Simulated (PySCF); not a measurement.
## Geometry relaxation, with input and output: InF$_{3}$

InF$_{3}$, computed with PBE0-D3(BJ)/def2-SVP geometry optimisation, gas phase (PySCF 2.14.0).

It belongs to a series of runs on one base structure; here: ligand (all three): Me to F.

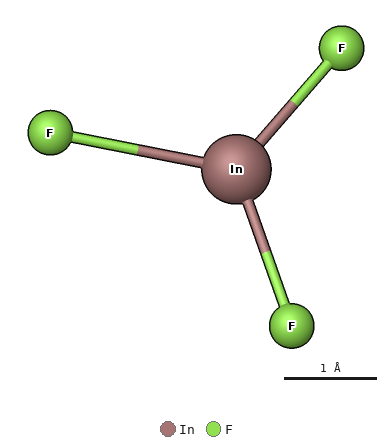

Figure 1. The input geometry (ball-and-stick view, seen at a tilt). Sticks mark near contacts. Bond lengths as drawn: F–In 1.87 to 2.09 Å.

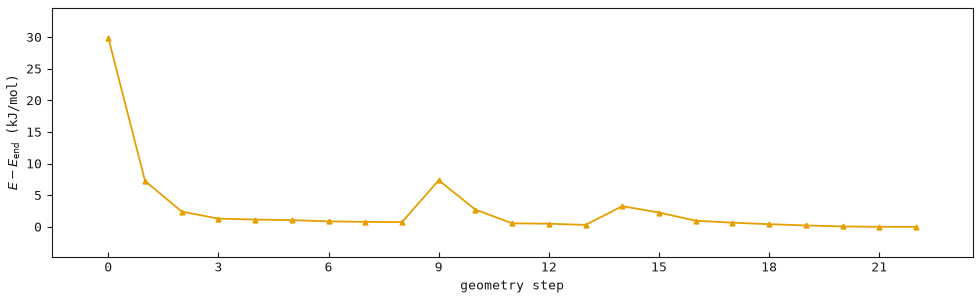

Figure 2. Progress of the relaxation, step by step (steps are counted from 0).

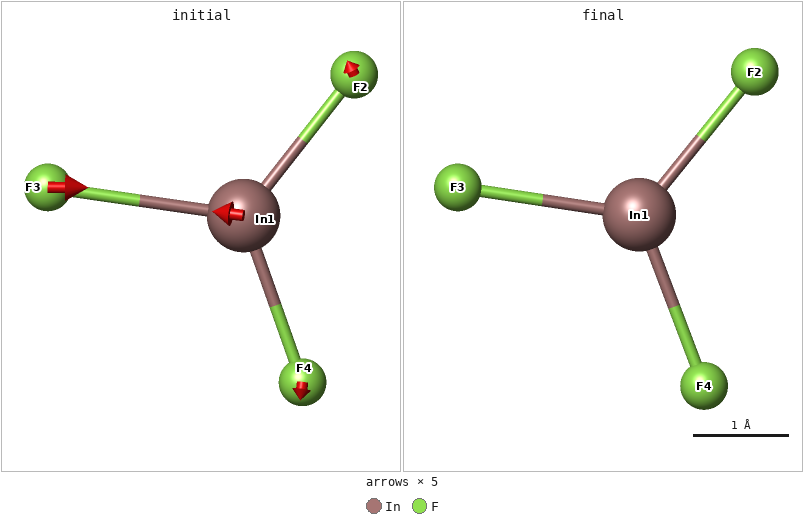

Figure 3. Before (left) and after (right) the relaxation, at one scale (ball-and-stick view, seen at a tilt). The red arrows give the displacements, magnified 5 times. Over 22 geometry steps the energy falls by 29.9 kJ/mol. Largest force component: 3.6 eV/Å at the start, 0.037 eV/Å at the end. The atom that moves furthest after the best rigid fit is F3 (0.086 Å). By element the largest moves are F 0.086 Å, In 0.068 Å. Distances before and after: In1–F3 2.086 → 1.935 Å, In1–F4 1.872 → 1.935 Å, In1–F2 1.886 → 1.935 Å. (Atoms are counted from 1 in the order of the input.)

These pictures come from the run below.

The input
```
{"job": {"xc": "PBE0", "basis": "def2-SVP", "d3": "d3bj", "grid": 1, "maxiter": 30, "shake": 0.03, "kind": "geom"}, "charge": 0, "multiplicity": 1}
In     0.059690    -0.078140     0.010960
F      1.945540    -0.039920     0.007310
F     -1.015010     1.708610    -0.043280
F     -0.906930    -1.680990    -0.005460
```

The first line tells a small driver script what to run in PySCF; the rest is the geometry in Å.

Run as:
```bash
OMP_NUM_THREADS=1 python <driver script> task.json out
```

Output
```
step   0  E = -489.18252738  max force = 0.069456
step   1  E = -489.19115202  max force = 0.035309
step   2  E = -489.19299621  max force = 0.010525
step   3  E = -489.19342126  max force = 0.003531
step   4  E = -489.19347582  max force = 0.001004
step   5  E = -489.19351068  max force = 0.001293
step   6  E = -489.19358535  max force = 0.001330
step   7  E = -489.19361424  max force = 0.000270
step   8  E = -489.19362938  max force = 0.000355
step   9  E = -489.19111079  max force = 0.020429
step  10  E = -489.19287752  max force = 0.011294
step  11  E = -489.19370166  max force = 0.006122
step  12  E = -489.19372692  max force = 0.003061
step  13  E = -489.19379798  max force = 0.004008
step  14  E = -489.19267052  max force = 0.015437
step  15  E = -489.19305199  max force = 0.010696
step  16  E = -489.19354565  max force = 0.007498
step  17  E = -489.19366296  max force = 0.004958
step  18  E = -489.19375402  max force = 0.002253
step  19  E = -489.19382951  max force = 0.000926
step  20  E = -489.19389158  max force = 0.000704
step  21  E = -489.19391332  max force = 0.000700
step  22  E = -489.19391403  max force = 0.000722
optimisation converged
```

Trajectory as extended XYZ (Å, eV, eV/Å), 23 frames, from step=0 to step=22
```
4
Properties=species:S:1:pos:R:3:forces:R:3 step=0 energy=-13311.33459
In    0.0597   -0.0781    0.0110   -1.6806   3.5716  -0.1148
F     1.9455   -0.0399    0.0073    1.2576   0.0637   0.0270
F    -1.0150    1.7086   -0.0433    1.3228  -2.1432   0.0779
F    -0.9069   -1.6810   -0.0055   -0.8998  -1.4921   0.0100
4
Properties=species:S:1:pos:R:3:forces:R:3 step=1 energy=-13311.56927
In    0.0242   -0.0225   -0.0287    0.9139  -1.8157   0.1062
F     1.9724    0.0388    0.0227   -0.3614  -0.0741  -0.0415
F    -0.9283    1.5914   -0.0321   -0.8679   1.5153  -0.0370
F    -0.9851   -1.6982    0.0076    0.3154   0.3745  -0.0277
4
Properties=species:S:1:pos:R:3:forces:R:3 step=2 energy=-13311.61946
In    0.0347   -0.0395    0.0040   -0.3381   0.4047  -0.0581
F     1.9733    0.0074    0.0106   -0.1611  -0.0277   0.0190
F    -0.9647    1.6502   -0.0442    0.3477  -0.5412   0.0202
F    -0.9600   -1.7085   -0.0009    0.1516   0.1642   0.0190
4
Properties=species:S:1:pos:R:3:forces:R:3 step=3 energy=-13311.63102
In    0.0303   -0.0348   -0.0093   -0.1440   0.1815   0.0059
F     1.9600    0.0059    0.0165    0.0753  -0.0215  -0.0014
F    -0.9547    1.6360   -0.0428    0.0697  -0.0702  -0.0089
F    -0.9523   -1.6975    0.0051   -0.0010  -0.0898   0.0044
4
Properties=species:S:1:pos:R:3:forces:R:3 step=4 energy=-13311.63251
In    0.0259   -0.0310   -0.0024   -0.0244  -0.0111  -0.0179
F     1.9592    0.0044    0.0143   -0.0060  -0.0217   0.0092
F    -0.9511    1.6371   -0.0480   -0.0063   0.0516  -0.0040
F    -0.9508   -1.7010    0.0056    0.0368  -0.0188   0.0126
4
Properties=species:S:1:pos:R:3:forces:R:3 step=5 energy=-13311.63346
In    0.0213   -0.0279   -0.0109    0.0082  -0.0665   0.0174
F     1.9560    0.0001    0.0188   -0.0357  -0.0165  -0.0050
F    -0.9490    1.6430   -0.0512   -0.0193   0.0646  -0.0153
F    -0.9450   -1.7056    0.0129    0.0468   0.0184   0.0030
4
Properties=species:S:1:pos:R:3:forces:R:3 step=6 energy=-13311.63549
In    0.0111   -0.0220   -0.0095    0.0196  -0.0684   0.0116
F     1.9460   -0.0108    0.0208   -0.0213  -0.0023  -0.0022
F    -0.9450    1.6567   -0.0665   -0.0209   0.0428  -0.0156
F    -0.9288   -1.7143    0.0247    0.0226   0.0279   0.0062
4
Properties=species:S:1:pos:R:3:forces:R:3 step=7 energy=-13311.63628
In    0.0061   -0.0199   -0.0077    0.0129  -0.0102   0.0025
F     1.9406   -0.0160    0.0224   -0.0028   0.0051   0.0012
F    -0.9436    1.6637   -0.0800   -0.0043  -0.0008  -0.0139
F    -0.9198   -1.7181    0.0349   -0.0058   0.0060   0.0102
4
Properties=species:S:1:pos:R:3:forces:R:3 step=8 energy=-13311.63669
In    0.0047   -0.0196   -0.0068    0.0064   0.0146  -0.0023
F     1.9389   -0.0169    0.0239    0.0073   0.0069   0.0030
F    -0.9433    1.6652   -0.0919    0.0020  -0.0182  -0.0140
F    -0.9170   -1.7192    0.0443   -0.0156  -0.0032   0.0133
4
Properties=species:S:1:pos:R:3:forces:R:3 step=9 energy=-13311.56815
In   -0.0698    0.0101    0.0245   -0.2400   1.0505  -0.6785
F     1.8490   -0.0325    0.1278    0.4615   0.1201   0.0427
F    -0.9106    1.5946   -0.7883    0.2376  -0.7221   0.4094
F    -0.7853   -1.6627    0.6055   -0.4591  -0.4485   0.2264
4
Properties=species:S:1:pos:R:3:forces:R:3 step=10 energy=-13311.61623
In   -0.0302   -0.0076    0.0125   -0.1278   0.5808  -0.2449
F     1.8966   -0.0280    0.0734    0.2461   0.0530   0.0253
F    -0.9338    1.6632   -0.4399    0.1459  -0.4165   0.1670
F    -0.8493   -1.7181    0.3235   -0.2642  -0.2172   0.0525
4
Properties=species:S:1:pos:R:3:forces:R:3 step=11 energy=-13311.63865
In   -0.0110   -0.0151    0.0039   -0.0635   0.3148  -0.0986
F     1.9195   -0.0221    0.0473    0.1347   0.0311   0.0141
F    -0.9407    1.6715   -0.2614    0.0668  -0.2380   0.0453
F    -0.8845   -1.7247    0.1798   -0.1380  -0.1079   0.0391
4
Properties=species:S:1:pos:R:3:forces:R:3 step=12 energy=-13311.63934
In    0.0024   -0.0199   -0.0022   -0.0387   0.1574  -0.0331
F     1.9347   -0.0149    0.0321    0.0604   0.0119   0.0111
F    -0.9458    1.6644   -0.1604    0.0381  -0.1081  -0.0098
F    -0.9081   -1.7200    0.1001   -0.0598  -0.0611   0.0317
4
Properties=species:S:1:pos:R:3:forces:R:3 step=13 energy=-13311.64127
In    0.0014   -0.0194   -0.0008   -0.0512   0.2061  -0.0496
F     1.9332   -0.0125    0.0369    0.0798   0.0158   0.0119
F    -0.9487    1.6608   -0.2032    0.0499  -0.1439  -0.0009
F    -0.9026   -1.7193    0.1366   -0.0785  -0.0780   0.0386
4
Properties=species:S:1:pos:R:3:forces:R:3 step=14 energy=-13311.61060
In   -0.0113    0.0013    0.0157   -0.3559   0.7938  -0.7374
F     1.9077    0.0735    0.1199    0.3468   0.0891   0.0221
F    -0.9932    1.3416   -1.0386    0.3524  -0.5171   0.4714
F    -0.8200   -1.5068    0.8726   -0.3433  -0.3658   0.2438
4
Properties=species:S:1:pos:R:3:forces:R:3 step=15 energy=-13311.62098
In   -0.0038   -0.0114    0.0093   -0.2058   0.5500  -0.2937
F     1.9224    0.0257    0.0814    0.1973   0.0485   0.0224
F    -0.9788    1.5554   -0.6319    0.2016  -0.3753   0.1758
F    -0.8566   -1.6600    0.5108   -0.1931  -0.2232   0.0956
4
Properties=species:S:1:pos:R:3:forces:R:3 step=16 energy=-13311.63441
In   -0.0009   -0.0156    0.0049   -0.1201   0.3856  -0.1625
F     1.9282    0.0080    0.0624    0.1523   0.0266   0.0116
F    -0.9673    1.6151   -0.4415    0.1236  -0.2616   0.1273
F    -0.8767   -1.6978    0.3437   -0.1558  -0.1506   0.0235
4
Properties=species:S:1:pos:R:3:forces:R:3 step=17 energy=-13311.63760
In    0.0004   -0.0166    0.0011   -0.0791   0.2549  -0.1127
F     1.9306    0.0106    0.0638    0.1166   0.0193   0.0065
F    -0.9641    1.6138   -0.4334    0.0780  -0.1870   0.1010
F    -0.8837   -1.6983    0.3379   -0.1155  -0.0873   0.0051
4
Properties=species:S:1:pos:R:3:forces:R:3 step=18 energy=-13311.64008
In    0.0032   -0.0167   -0.0027   -0.0028   0.1158  -0.0610
F     1.9356    0.0137    0.0651    0.0533   0.0133   0.0006
F    -0.9646    1.6079   -0.4309    0.0274  -0.0922   0.0716
F    -0.8909   -1.6954    0.3379   -0.0778  -0.0369  -0.0112
4
Properties=species:S:1:pos:R:3:forces:R:3 step=19 energy=-13311.64213
In    0.0091   -0.0179   -0.0067    0.0353   0.0110  -0.0158
F     1.9427    0.0179    0.0664    0.0117   0.0061  -0.0054
F    -0.9673    1.5994   -0.4277   -0.0070  -0.0177   0.0476
F    -0.9012   -1.6898    0.3376   -0.0401   0.0006  -0.0264
4
Properties=species:S:1:pos:R:3:forces:R:3 step=20 energy=-13311.64382
In    0.0186   -0.0213   -0.0089    0.0253  -0.0233   0.0060
F     1.9521    0.0243    0.0670   -0.0053  -0.0039  -0.0085
F    -0.9718    1.5878   -0.4240   -0.0119   0.0156   0.0362
F    -0.9157   -1.6811    0.3354   -0.0081   0.0116  -0.0338
4
Properties=species:S:1:pos:R:3:forces:R:3 step=21 energy=-13311.64441
In    0.0244   -0.0233   -0.0086    0.0050  -0.0078   0.0030
F     1.9574    0.0273    0.0670   -0.0036  -0.0085  -0.0081
F    -0.9749    1.5814   -0.4216   -0.0023   0.0158   0.0360
F    -0.9235   -1.6758    0.3326    0.0009   0.0006  -0.0310
4
Properties=species:S:1:pos:R:3:forces:R:3 step=22 energy=-13311.64443
In    0.0245   -0.0231   -0.0084    0.0020  -0.0008   0.0006
F     1.9574    0.0267    0.0671   -0.0008  -0.0076  -0.0079
F    -0.9755    1.5814   -0.4216    0.0007   0.0122   0.0371
F    -0.9232   -1.6755    0.3324   -0.0019  -0.0038  -0.0298
```

Results in brief

| quantity | value |
| --- | --- |
| outcome | converged |
| total energy | −489.193914 hartree |
| dipole moment | 0.04 D |
| point group | D3h |
| hardware | 1 CPU thread, shared host |
| wall time | 39 s |
| peak memory | 0.27 GiB |
